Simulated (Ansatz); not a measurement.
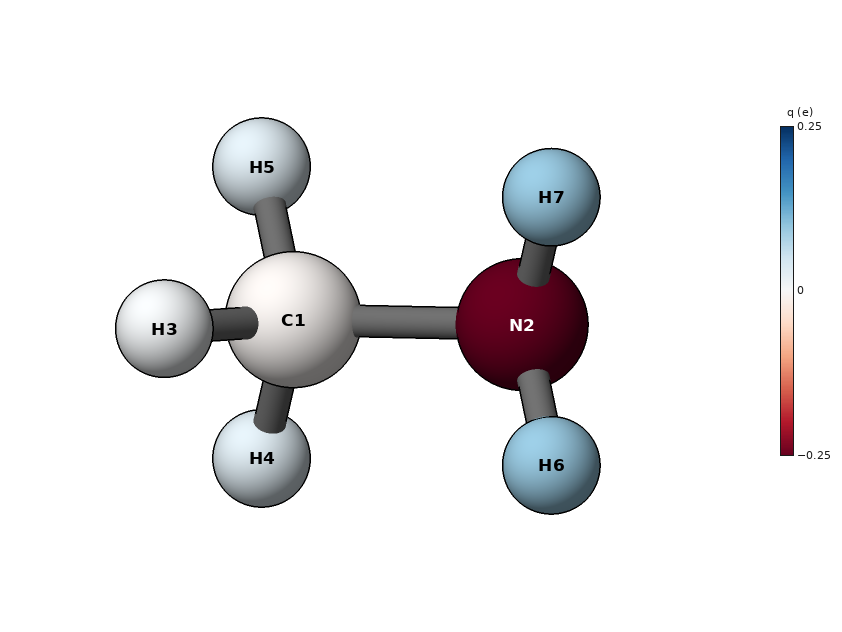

Atoms are coloured by their Mulliken charges. The geometry was computed by an optimisation with PBE-D4/def2-SVP. No frequency run is at hand to confirm it as a minimum. Method: RKS PBE-D4/def2-SVP (Ansatz 0.2.0).

List the Mulliken charges.

```tsv
atom	value (e)
C1	−0.01
N2	−0.25
H3	0.01
H4	0.03
H5	0.03
H6	0.09
H7	0.09
```

Mulliken values depend strongly on the basis set and can even reverse the polarity of a bond.
